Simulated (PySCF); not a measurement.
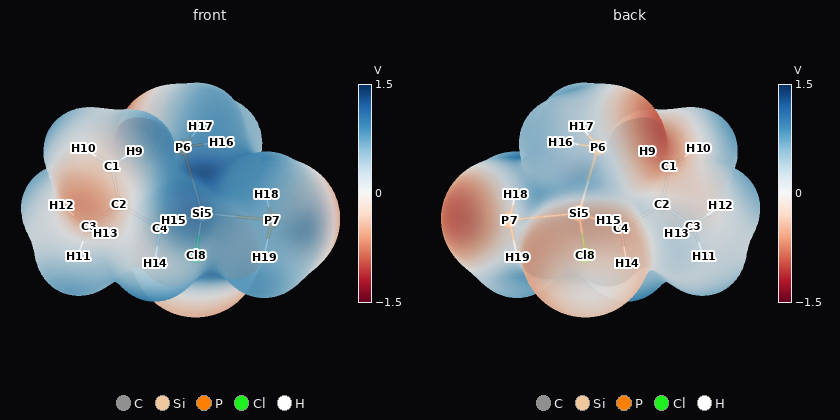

The picture shows: C4H11ClP2Si. The electrostatic potential painted on the density surface at 0.002 e/bohr³, seen from the front and from behind; red is negative and blue positive.

Geometry: GFN2-xTB.

Level of theory: PBE0/pcSseg-1, SCF density, gas phase, non-relativistic in PySCF 2.14.0.

The calculation's input:

```
{"job": {"kind": "nmr", "xc": "PBE0", "basis": "pcSseg-1"}, "charge": 0, "multiplicity": 1}
C     -1.784980     0.490362     1.140461
C     -1.348894    -0.326603     0.190942
C     -2.094159    -0.559759    -1.084007
C     -0.034688    -1.031265     0.303833
Si     1.351814     0.059518    -0.492303
P      0.610725     2.194076    -0.373292
P      3.424673    -0.305760     0.377217
Cl     1.499895    -0.409964    -2.478965
H     -1.239568     0.637477     2.058064
H     -2.718236     1.018318     1.051894
H     -2.362943    -1.612108    -1.174696
H     -3.000023     0.038065    -1.124085
H     -1.464877    -0.304055    -1.935692
H     -0.072281    -1.996335    -0.200147
H      0.211115    -1.206635     1.351031
H      1.822204     2.743376    -0.766623
H      0.925025     2.337753     0.968471
H      3.017891    -0.082193     1.683348
H      3.247503    -1.675017     0.497085
```

Launched as:

```sh
OMP_NUM_THREADS=1 python probes_run.py task.json out
```

Where is the surface potential most negative and most positive?

The most negative region (about −0.9 V) lies over P6 and P7, the most positive (about +1.2 V) over Si5.
